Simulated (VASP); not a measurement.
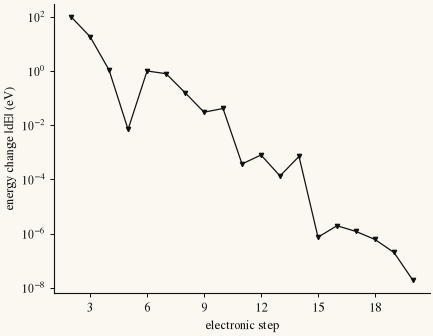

The plot shows the electronic steps of a calculation: energy change |dE|.

KI (2 atoms in the cell), run with VASP.

INCAR
```
ENCUT = 520.000000
SIGMA = 0.020000
EDIFF = 1.00e-07
GGA = PE
PREC = Accurate
IBRION = -1
ISIF = 2
ISMEAR = -1
NBANDS = 15
NSW = 0
LASPH = .TRUE.
LCHARG = .FALSE.
LWAVE = .FALSE.
LREAL = .FALSE.
NELM = 100
```

KPOINTS
```
KPOINTS created by Atomic Simulation Environment
0
Gamma
3 3 3
0 0 0
```

POSCAR
```
K  I
 1.0000000000000000
    -0.0000000000000000    6.6977300000000000    6.6977300000000000
     6.6977300000000000   -0.0000000000000000    6.6977300000000000
     6.6977300000000000    6.6977300000000000    0.0000000000000000
 K   I
   1   1
Cartesian
 -0.0000000000000000  0.0000000000000000  0.0000000000000000
  6.6977299999999982  6.6977299999999991  6.6977299999999991
```

Was self-consistency reached?

Answer. Converged, in 20 steps. The energy change falls unevenly and jumps up by a factor of two or more 4 times on the way down, most sharply at step 6 (by a factor of about 100). The jump at step 6 comes where the charge density, held fixed for the first 5 steps, starts to be updated.

Is anything amiss with this input?

Answer. The input holds a fault (cell typed in bohr). The SCF closed all the same, which doesn't make the results meaningful for the real system.
